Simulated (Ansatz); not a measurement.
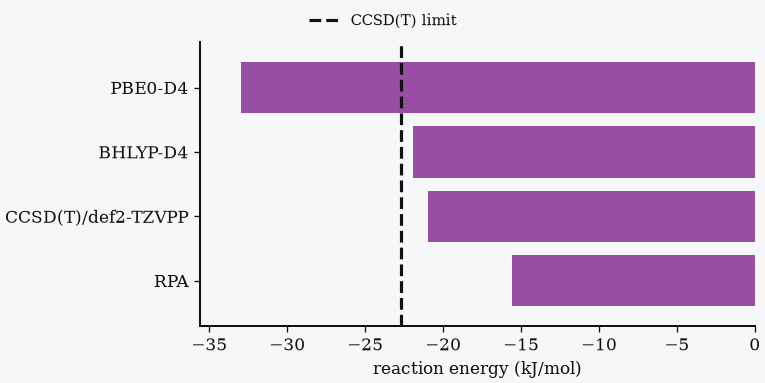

Electronic reaction energy of SnSiH₆O ([SiH3][O][SnH3]) + H₂S (S) → SnH₄S ([SH][SnH3]) + SiH₄O (O[SiH3]) (SMILES in brackets) at several levels (functionals in def2-TZVPP unless a basis is named), isolated molecules at PBE0-D4 triple-zeta geometries, minima by their frequencies, no zero-point or thermal terms, the Ansatz code 0.2.0. The line is frozen-core CCSD(T) at the basis limit (MP2 extrapolated from triple and quadruple zeta, plus CCSD(T) less MP2 in a smaller set). RPA holds a correlation term that converges slowly with the basis, so part of the distance to the limit is basis error. The distance of CCSD(T)/def2-TZVPP to the limit includes basis error. Core potentials past Kr.

Question: What range do the values span, the line included?

Answer: From −33.0 kJ/mol (PBE0-D4) to −15.6 kJ/mol (RPA).

Question: What do zero-point energy and temperature add?

Answer: Zero-point change 8.3 kJ/mol; at 298.15 K and 1 bar the CCSD(T) limit plus thermal terms gives an enthalpy of reaction of −16.7 and a free energy of −12.8 kJ/mol (harmonic PBE0-D4 modes, ideal gas).

Known limits of this run: outer-core shells are correlated without core-valence functions, which makes the correlated values less sure; spin-orbit coupling is left out, and with Sn it can shift these values.
